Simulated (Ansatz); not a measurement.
# C2H2Cl2FSi radical: a spread of methods and bases

How do the results and run time of C2H2Cl2FSi radical respond when the settings are drawn wide?

The runs use Ansatz 0.2.0, Gaussian basis; the settings change from run to run.

## Step 1: The molecule

The geometry comes from an earlier relaxation with PBE0-D4 in a triple-zeta def2 set; it is a stationary point, not always the lowest conformer.

8 atoms, charge 0, spin multiplicity 2.

Atoms are counted from 1 here; the program's logs count them from 0.

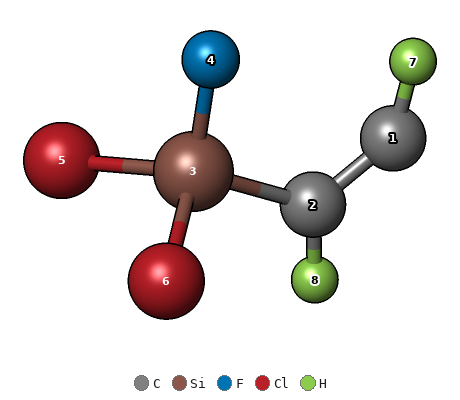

The structure; carbon grey, silicon brown, fluorine blue, chlorine red, hydrogen green; atoms are numbered from 1 in the order of the file.

## Step 2: PBEsol/def2-TZVPP

Options: charge -1, multiplicity 1, atoms shaken by 0.08 Å, density fitting with cc-pVTZ-jkfit, the search for lower states set to off.

The input, in.yaml:

```yaml
crystal:
  periodic: [false, false, false]
  atoms:
    - {symbol: C, position_ang: [1.018634, -1.570768, 0.386035]}
    - {symbol: C, position_ang: [-0.130175, -1.070503, -0.007300]}
    - {symbol: Si, position_ang: [-0.255148, 0.804251, -0.169401]}
    - {symbol: F, position_ang: [1.058660, 1.468250, 0.044742]}
    - {symbol: Cl, position_ang: [-0.662361, 1.311051, -2.190446]}
    - {symbol: Cl, position_ang: [-1.668066, 1.621425, 0.982198]}
    - {symbol: H, position_ang: [1.947930, -1.200716, 0.794096]}
    - {symbol: H, position_ang: [-1.177064, -1.673746, -0.049479]}
basis:
  gaussian: {orbitals: def2-TZVPP, fitting: {mean_field: cc-pVTZ-jkfit}}
total_charge: -1
hamiltonian: {xc: {name: PBEsol}}
scf: {lower_state_search: off}
```

Run with:

```console
ansatz run in.yaml --threads 2 --pin off --events-out ev --progress --plain --max-ram 32768MiB --backend cpu
```

What it wrote:

```text
Functional definition: PBEsol
  name "PBEsol"
  cite "Perdew et al., Phys. Rev. Lett. 100, 136406 (2008) doi:10.1103/PhysRevLett.100.136406"
  cite "Perdew, Burke & Ernzerhof, Phys. Rev. Lett. 77, 3865 (1996) doi:10.1103/PhysRevLett.77.3865"
  parent pbesol
  exchange = pbesol_x
  correlation = pbesol_c
these checks for a lower state are left out or cut short: stability, starts, cluster_reference, orbital_swaps, neighbouring_geometries, increment
660 factors; integrals over basis functions are off by at most 1.4e0 eV
mean field evaluation 1: about -37652.2507 eV, gradient 6.4e1 eV
mean field evaluation 2: about -37503.9464 eV, gradient 2.0e2 eV
mean field evaluation 4: about -37663.3471 eV, gradient 1.5e1 eV
mean field evaluation 8: about -37663.8743 eV, gradient 3.8e-1 eV
mean field evaluation 16: about -37663.8739 eV, gradient 1.3e-4 eV
mean field -37663.87385497 eV, -1384.1218346794 hartree, gradient 4.9e-6 eV, S^2 0.000000; 0 other end points of the search recorded, 0 dependent functions left out
reference -37663.87389525 eV, -1384.1218361598 hartree; 36, 36 occupied and 211, 211 virtual orbitals, 660 factors
Total energy: -37663.87389525 eV, -1384.1218361598 hartree
Checks for a lower state left out: stability, starts, cluster_reference, orbital_swaps, neighbouring_geometries, increment
```

Wall time 2.9 s (2 threads, shared host).

## Step 3: CCSD(T)/aug-cc-pVDZ

This run has charge +1, multiplicity 1, a grid of angular degree 23, correlated electrons set to outside_noble_gas.

The input, in.yaml:

```yaml
crystal:
  periodic: [false, false, false]
  atoms:
    - {symbol: C, position_ang: [0.944520, -1.517072, 0.493256]}
    - {symbol: C, position_ang: [-0.182734, -0.990251, 0.102746]}
    - {symbol: Si, position_ang: [-0.278761, 0.821510, -0.221559]}
    - {symbol: F, position_ang: [1.138060, 1.470163, 0.057618]}
    - {symbol: Cl, position_ang: [-0.771630, 1.208647, -2.151727]}
    - {symbol: Cl, position_ang: [-1.628767, 1.726034, 0.994030]}
    - {symbol: H, position_ang: [1.948768, -1.178539, 0.708088]}
    - {symbol: H, position_ang: [-1.077257, -1.597693, -0.038256]}
basis:
  gaussian: {orbitals: aug-cc-pVDZ, final_grid: {core_spheres: 8, valence_spheres: 7, degree: 23}}
total_charge: 1
hamiltonian: {xc: {name: HF}}
correlation: {method: ccsd_t, electrons: outside_noble_gas}
```

Run with:

```console
ansatz run in.yaml --threads 2 --pin off --events-out ev --progress --plain --max-ram 32768MiB --backend cuda --devices 0, --max-vram 18GiB
```

What it wrote (excerpt; [...] marks lines left out):

```text
Functional definition: HF
  name "HF"
  cite "Fock, Z. Phys. 61, 126 (1930) doi:10.1007/BF01340294"
  parent pbe
[...]
1667 factors; integrals over basis functions are off by at most 6.8e-4 eV
[...]
mean field -37662.20324187 eV, -1384.0604407804 hartree, gradient 2.0e-6 eV, S^2 0.000000; 2 other end points of the search recorded, 0 dependent functions left out; unrestricted orbitals would lower it
18 core orbitals not correlated: weight in the atoms' cores, before any rotation towards them, 1.000 or more for the frozen orbitals, at most 0.000 for the correlated occupied ones
reference -37662.20324187 eV, -1384.0604407804 hartree; 17, 17 occupied and 133, 133 virtual orbitals, 1667 factors
second order -22.50885656 eV of doubles, -0.00000000 eV of singles
cycle   1  -23.03374350 eV  change   -5.2e-1 eV  update   1.4e-1
[...]
cycle  13  -23.85096135 eV  change   -2.0e-5 eV  update   2.1e-5
perturbative correction -0.89152944 eV, -0.0327631025 hartree
Total energy: -37686.94573266 eV, -1384.9697105459 hartree
```

Wall time 11 s (1 × H100 (card shared with other runs) with 2 threads, shared host); peak host memory 0.82 GiB.

T1 0.026.

## Step 4: r2SCANh/cc-pVDZ

This run has D3(BJ) with three-body dispersion.

Changes to in.yaml since step 3:

```diff
@@ -12,5 +12,5 @@
 basis:
-  gaussian: {orbitals: aug-cc-pVDZ, final_grid: {core_spheres: 8, valence_spheres: 7, degree: 23}}
-total_charge: 1
-hamiltonian: {xc: {name: HF}}
-correlation: {method: ccsd_t, electrons: outside_noble_gas}
+  gaussian: {orbitals: cc-pVDZ}
+magnetization: {spin_polarized: true, initial_magnetization: 1}
+hamiltonian: {xc: {name: r2SCANh}, dispersion: d3bjatm}
+output: {forces: true}
```

Run with:

```console
ansatz run in.yaml --threads 2 --pin off --events-out ev --progress --plain --max-ram 32768MiB --backend cpu
```

What it wrote (excerpt; [...] marks lines left out):

```text
Functional definition: r2SCANh
  name "r2SCANh"
  cite "Bursch, Neugebauer, Ehlert & Grimme, J. Chem. Phys. 156, 134105 (2022) doi:10.1063/5.0086040"
  cite "Furness, Kaplan, Ning, Perdew & Sun, J. Phys. Chem. Lett. 11, 8208 (2020) doi:10.1021/acs.jpclett.0c02405"
  cite "Furness, Kaplan, Ning, Perdew & Sun, J. Phys. Chem. Lett. 11, 9248 (2020) doi:10.1021/acs.jpclett.0c03077"
  parent r2scan
[...]
1051 factors; integrals over basis functions are off by at most 1.2e-3 eV
[...]
mean field -37743.57917788 eV, -1387.0509512704 hartree, gradient 7.5e-5 eV, S^2 0.767019; 0 other end points of the search recorded, 0 dependent functions left out
[...]
reference -37743.57918615 eV, -1387.0509515741 hartree; 36, 35 occupied and 70, 71 virtual orbitals, 1051 factors
Total energy: -37743.65571760 eV, -1387.0537640530 hartree
Atom 0 at     0.944520    -1.517072     0.493256 Å, force     0.411636    -0.419448     0.180110 eV/Å
Atom 1 at    -0.182734    -0.990251     0.102746 Å, force    -0.457199     0.242286    -0.163318 eV/Å
Atom 2 at    -0.278761     0.821510    -0.221559 Å, force    -1.126735    -0.934975    -0.152751 eV/Å
Atom 3 at     1.138060     1.470163     0.057618 Å, force     1.659051     0.743442     0.329277 eV/Å
Atom 4 at    -0.771630     1.208647    -2.151727 Å, force    -0.144920     0.126069    -0.570014 eV/Å
Atom 5 at    -1.628767     1.726034     0.994030 Å, force    -0.396931     0.278365     0.355883 eV/Å
Atom 6 at     1.948768    -1.178539     0.708088 Å, force     0.292698     0.119629     0.059438 eV/Å
Atom 7 at    -1.077257    -1.597693    -0.038256 Å, force    -0.237600    -0.155368    -0.038625 eV/Å
Dipole moment:     0.045157    -0.297970     0.061103 e Å
```

Wall time 12 s (2 threads, shared host).

Largest force 1.848 eV/Å, dipole 1.48 D, ⟨S²⟩ 0.767.

## Step 5: r2SCAN50/def2-mTZVPP

Changes to in.yaml since step 4:

```diff
@@ -12,5 +12,5 @@
 basis:
-  gaussian: {orbitals: cc-pVDZ}
+  gaussian: {orbitals: def2-mTZVPP}
 magnetization: {spin_polarized: true, initial_magnetization: 1}
-hamiltonian: {xc: {name: r2SCANh}, dispersion: d3bjatm}
+hamiltonian: {xc: {name: r2SCAN50}}
 output: {forces: true}
```

Same command.

What it wrote (excerpt; [...] marks lines left out):

```text
Functional definition: r2SCAN50
  name "r2SCAN50"
  cite "Bursch, Neugebauer, Ehlert & Grimme, J. Chem. Phys. 156, 134105 (2022) doi:10.1063/5.0086040"
  cite "Furness, Kaplan, Ning, Perdew & Sun, J. Phys. Chem. Lett. 11, 8208 (2020) doi:10.1021/acs.jpclett.0c02405"
  cite "Furness, Kaplan, Ning, Perdew & Sun, J. Phys. Chem. Lett. 11, 9248 (2020) doi:10.1021/acs.jpclett.0c03077"
  parent r2scan
[...]
1389 factors; integrals over basis functions are off by at most 6.9e-4 eV
[...]
mean field -37744.92159146 eV, -1387.1002840594 hartree, gradient 7.1e-5 eV, S^2 0.785303; 0 other end points of the search recorded, 0 dependent functions left out
[...]
reference -37744.92159811 eV, -1387.1002843037 hartree; 36, 35 occupied and 117, 118 virtual orbitals, 1389 factors
Total energy: -37744.92159811 eV, -1387.1002843037 hartree
Atom 0 at     0.944520    -1.517072     0.493256 Å, force    -0.045104     0.211599    -0.047016 eV/Å
Atom 1 at    -0.182734    -0.990251     0.102746 Å, force     0.064653     0.009419     0.015883 eV/Å
Atom 2 at    -0.278761     0.821510    -0.221559 Å, force     0.389264    -0.020018     0.109387 eV/Å
Atom 3 at     1.138060     1.470163     0.057618 Å, force    -0.493172    -0.232522    -0.096259 eV/Å
Atom 4 at    -0.771630     1.208647    -2.151727 Å, force     0.029905     0.002396     0.112949 eV/Å
Atom 5 at    -1.628767     1.726034     0.994030 Å, force     0.082195    -0.029072    -0.077993 eV/Å
Atom 6 at     1.948768    -1.178539     0.708088 Å, force    -0.317747    -0.077199    -0.072632 eV/Å
Atom 7 at    -1.077257    -1.597693    -0.038256 Å, force     0.290008     0.135396     0.055681 eV/Å
Dipole moment:     0.033763    -0.279051     0.054857 e Å
```

Run time: 20 s. Hardware: 2 threads, shared host; peak memory 0.66 GiB.

Largest force 0.554 eV/Å, dipole 1.38 D, ⟨S²⟩ 0.785.

## Step 6: revPBE/def2-mTZVPP

This run has D3(BJ) with three-body dispersion.

Changes to in.yaml since step 5:

```diff
@@ -14,3 +14,2 @@
 magnetization: {spin_polarized: true, initial_magnetization: 1}
-hamiltonian: {xc: {name: r2SCAN50}}
-output: {forces: true}
+hamiltonian: {xc: {name: revPBE}, dispersion: d3bjatm}
```

The command is unchanged.

What it wrote:

```text
Functional definition: revPBE
  name "revPBE"
  cite "Zhang & Yang, Phys. Rev. Lett. 80, 890 (1998) doi:10.1103/PhysRevLett.80.890"
  cite "Perdew, Burke & Ernzerhof, Phys. Rev. Lett. 77, 3865 (1996) doi:10.1103/PhysRevLett.77.3865"
  parameter kappa = 1.245
  parameter beta = 0.06672455060314922
  exchange = pbe_x(kappa = kappa, mu = beta*pi^2/3)
  correlation = pbe_c(beta = beta)
1404 factors; their error is unknown
mean field evaluation 1: about -37734.1953 eV, gradient 4.5e1 eV
mean field evaluation 2: about -37716.3978 eV, gradient 7.5e1 eV
mean field evaluation 4: about -37742.6333 eV, gradient 9.7e0 eV
mean field evaluation 8: about -37743.0664 eV, gradient 2.7e-1 eV
mean field evaluation 16: about -37743.0474 eV, gradient 1.3e-3 eV
mean field -37743.04744168 eV, -1387.0314103254 hartree, gradient 4.0e-5 eV, S^2 0.758465; 0 other end points of the search recorded, 0 dependent functions left out
reference -37743.04749122 eV, -1387.0314121459 hartree; 36, 35 occupied and 117, 118 virtual orbitals, 1404 factors
Total energy: -37743.63861271 eV, -1387.0531354602 hartree
```

Run time: 6 s. Hardware: 2 threads, shared host.

⟨S²⟩ 0.758.

## Step 7: B3LYP/def2-SVPD

Set apart from the defaults: restricted open-shell orbitals, the search for lower states set to full.

Changes to in.yaml since step 6:

```diff
@@ -12,4 +12,5 @@
 basis:
-  gaussian: {orbitals: def2-mTZVPP}
-magnetization: {spin_polarized: true, initial_magnetization: 1}
-hamiltonian: {xc: {name: revPBE}, dispersion: d3bjatm}
+  gaussian: {orbitals: def2-SVPD}
+magnetization: {spin_polarized: false, initial_magnetization: 1}
+hamiltonian: {xc: {name: B3LYP}}
+scf: {lower_state_search: full}
```

Same command.

What it wrote (excerpt; [...] marks lines left out):

```text
Functional definition: B3LYP
  name "B3LYP"
  cite "Stephens, Devlin, Chabalowski & Frisch, J. Phys. Chem. 98, 11623 (1994) doi:10.1021/j100096a001"
  cite "Becke, Phys. Rev. A 38, 3098 (1988) doi:10.1103/PhysRevA.38.3098"
  cite "Lee, Yang & Parr, Phys. Rev. B 37, 785 (1988) doi:10.1103/PhysRevB.37.785"
  cite "Vosko, Wilk & Nusair, Can. J. Phys. 58, 1200 (1980) doi:10.1139/p80-159"
[...]
1440 factors; their error is unknown
[...]
mean field -37736.04008082 eV, -1386.7738945635 hartree, gradient 3.3e-5 eV, S^2 0.750000; 8 other end points of the search recorded, 0 dependent functions left out
reference -37736.04037093 eV, -1386.7739052249 hartree; 36, 35 occupied and 121, 122 virtual orbitals, 1440 factors
Total energy: -37736.04037093 eV, -1386.7739052249 hartree
```

It took 76 s on 2 threads, shared host; peak memory 0.76 GiB.

## Step 8: r2SCAN/def2-SVPD

This run has density fitting with cc-pVTZ-jkfit, rVV10 dispersion.

Changes to in.yaml since step 7:

```diff
@@ -12,5 +12,4 @@
 basis:
-  gaussian: {orbitals: def2-SVPD}
-magnetization: {spin_polarized: false, initial_magnetization: 1}
-hamiltonian: {xc: {name: B3LYP}}
-scf: {lower_state_search: full}
+  gaussian: {orbitals: def2-SVPD, fitting: {mean_field: cc-pVTZ-jkfit}}
+magnetization: {spin_polarized: true, initial_magnetization: 1}
+hamiltonian: {xc: {name: r2SCAN}, dispersion: rvv10}
```

Launched as before.

What it wrote (excerpt; [...] marks lines left out):

```text
Functional definition: r2SCAN+rVV10
  name "r2SCAN+rVV10"
  cite "Furness, Kaplan, Ning, Perdew & Sun, J. Phys. Chem. Lett. 11, 8208 (2020) doi:10.1021/acs.jpclett.0c02405"
  cite "Furness, Kaplan, Ning, Perdew & Sun, J. Phys. Chem. Lett. 11, 9248 (2020) doi:10.1021/acs.jpclett.0c03077"
  cite "Vydrov & Van Voorhis, J. Chem. Phys. 133, 244103 (2010) doi:10.1063/1.3521275"
  cite "Sabatini, Gorni & de Gironcoli, Phys. Rev. B 87, 041108(R) (2013) doi:10.1103/PhysRevB.87.041108"
  cite "Ning et al., Phys. Rev. B 106, 075422 (2022) doi:10.1103/PhysRevB.106.075422"
  parent "r2scan"
[...]
660 factors; integrals over basis functions are off by at most 2.5e-1 eV
[...]
mean field -37727.43472711 eV, -1386.4576536475 hartree, gradient 3.5e-5 eV, S^2 0.764876; 0 other end points of the search recorded, 0 dependent functions left out
reference -37727.43475875 eV, -1386.4576548104 hartree; 36, 35 occupied and 121, 122 virtual orbitals, 660 factors
Total energy: -37727.43475875 eV, -1386.4576548104 hartree
```

Wall time 15 s (2 threads, shared host).

⟨S²⟩ 0.765.

## Step 9: B97M-V/def2-mTZVP

Set apart from the defaults: restricted open-shell orbitals, coordinates scaled by 1.25.

The input, in.yaml:

```yaml
crystal:
  periodic: [false, false, false]
  atoms:
    - {symbol: C, position_ang: [1.180651, -1.896340, 0.616570]}
    - {symbol: C, position_ang: [-0.228418, -1.237814, 0.128433]}
    - {symbol: Si, position_ang: [-0.348452, 1.026888, -0.276948]}
    - {symbol: F, position_ang: [1.422575, 1.837704, 0.072023]}
    - {symbol: Cl, position_ang: [-0.964537, 1.510809, -2.689659]}
    - {symbol: Cl, position_ang: [-2.035959, 2.157543, 1.242537]}
    - {symbol: H, position_ang: [2.435960, -1.473174, 0.885111]}
    - {symbol: H, position_ang: [-1.346571, -1.997117, -0.047820]}
basis:
  gaussian: {orbitals: def2-mTZVP}
magnetization: {spin_polarized: false, initial_magnetization: 1}
hamiltonian: {xc: {name: B97M-V}}
```

The command is unchanged.

What it wrote (excerpt; [...] marks lines left out):

```text
Functional definition: B97M-V
  name "B97M-V"
  cite "Mardirossian & Head-Gordon, J. Chem. Phys. 142, 074111 (2015) doi:10.1063/1.4907719"
  cite "Becke, J. Chem. Phys. 107, 8554 (1997) doi:10.1063/1.475007"
  cite "Vydrov & Van Voorhis, J. Chem. Phys. 133, 244103 (2010) doi:10.1063/1.3521275"
  # Of w^i u^j: cxij and so on, Table III.
[...]
  gx(w, u) = cx00 + cx01*u + cx02*u^2 + (cx10 + cx11*u)*w
  gss(w, u) = css00 + css02*u^2 + css10*w + (css32*w^3 + css42*w^4)*u^2
  gos(w, u) = cos00 + cos01*u + cos03*u^3 + cos10*w + cos32*w^3*u^2
[...]
      + integral(e_c_pw_mod_opposite_spin*gos(b97_w_opposite, b97_u_opposite)) + vv10(b, c)
1271 factors; their error is unknown
[...]
mean field -37732.50351744 eV, -1386.6439282564 hartree, gradient 1.2e-5 eV, S^2 0.750000; 4 other end points of the search recorded, 0 dependent functions left out
reference -37732.50358218 eV, -1386.6439306356 hartree; 36, 35 occupied and 93, 94 virtual orbitals, 1271 factors
Total energy: -37732.50358218 eV, -1386.6439306356 hartree
```

It took 38 s on 2 threads, shared host.

## Step 10: HSE06/6-31G*

Options: a point charge of -1.00 e beside it, D3(BJ) dispersion.

The input, in.yaml:

```yaml
crystal:
  periodic: [false, false, false]
  atoms:
    - {symbol: C, position_ang: [0.944520, -1.517072, 0.493256]}
    - {symbol: C, position_ang: [-0.182734, -0.990251, 0.102746]}
    - {symbol: Si, position_ang: [-0.278761, 0.821510, -0.221559]}
    - {symbol: F, position_ang: [1.138060, 1.470163, 0.057618]}
    - {symbol: Cl, position_ang: [-0.771630, 1.208647, -2.151727]}
    - {symbol: Cl, position_ang: [-1.628767, 1.726034, 0.994030]}
    - {symbol: H, position_ang: [1.948768, -1.178539, 0.708088]}
    - {symbol: H, position_ang: [-1.077257, -1.597693, -0.038256]}
basis:
  gaussian: {orbitals: "6-31G*", point_charges: [{charge: -1.00, position_ang: [5.161, -0.800, -0.853]}]}
magnetization: {spin_polarized: true, initial_magnetization: 1}
hamiltonian: {xc: {name: HSE06}, dispersion: d3bj}
```

Launched as before.

What it wrote (excerpt; [...] marks lines left out):

```text
Functional definition: HSE06
  name "HSE06"
  cite "Heyd, Scuseria & Ernzerhof, J. Chem. Phys. 118, 8207 (2003) doi:10.1063/1.1564060"
  cite "Krukau, Vydrov, Izmaylov & Scuseria, J. Chem. Phys. 125, 224106 (2006) doi:10.1063/1.2404663"
  cite "Heyd & Scuseria, J. Chem. Phys. 120, 7274 (2004) doi:10.1063/1.1668634"
  cite "Ernzerhof & Perdew, J. Chem. Phys. 109, 3313 (1998) doi:10.1063/1.476928"
  cite "Perdew, Burke & Ernzerhof, Phys. Rev. Lett. 77, 3865 (1996) doi:10.1103/PhysRevLett.77.3865"
  parent pbe
[...]
  # The whole range is PBE's own exchange, as in plane waves. The composition of these papers is wPBEh.
[...]
969 factors; integrals over basis functions are off by at most 1.1e-3 eV
101 factors; integrals over basis functions are off by at most 2.2e-7 eV
[...]
mean field -37729.59223622 eV, -1386.5369406450 hartree, gradient 7.0e-5 eV, S^2 0.763706; 0 other end points of the search recorded, 0 dependent functions left out
reference -37729.59226881 eV, -1386.5369418428 hartree; 36, 35 occupied and 70, 71 virtual orbitals, 969 factors
Total energy: -37729.78169745 eV, -1386.5439032165 hartree
```

Run time: 8.1 s. Hardware: 2 threads, shared host.

⟨S²⟩ 0.764.

## Step 11: All runs side by side

```tsv
level	charge	multiplicity	geometry	functions	energy (eV)	time
PBEsol/def2-TZVPP	-1	1	shaken	247	-37663.874	2.9 s
CCSD(T)/aug-cc-pVDZ	1	1	relaxed	168	-37686.946	11 s
r2SCANh/cc-pVDZ	0	2	relaxed	106	-37743.656	12 s
r2SCAN50/def2-mTZVPP	0	2	relaxed	153	-37744.922	20 s
revPBE/def2-mTZVPP	0	2	relaxed	153	-37743.639	6 s
B3LYP/def2-SVPD	0	2	relaxed	157	-37736.040	76 s
r2SCAN/def2-SVPD	0	2	relaxed	157	-37727.435	15 s
B97M-V/def2-mTZVP	0	2	scaled	129	-37732.504	38 s
HSE06/6-31G*	0	2	relaxed, point charge	106	-37729.782	8.1 s
```

## Step 12: Summary of results

| quantity | value |
| --- | --- |
| runs | 9 |
| quickest | PBEsol/def2-TZVPP, 2.9 s |
| slowest | B3LYP/def2-SVPD, 76 s |
| spread of total energies, same state and geometry | 17.5 eV |
| dipole, same state and geometry | 1.38 to 1.48 D |

What this shows: B3LYP/def2-SVPD took 27 times as long as PBEsol/def2-TZVPP. The jobs differ in tasks and options as well as level. Total energies at one charge and spin differ by 17 eV between levels, so only differences within one level mean anything. At the PBE0-D4/def2-TZVP geometry and in the same state, runs without warnings or point charges leave forces up to 1.85 eV/Å (r2SCANh/cc-pVDZ).
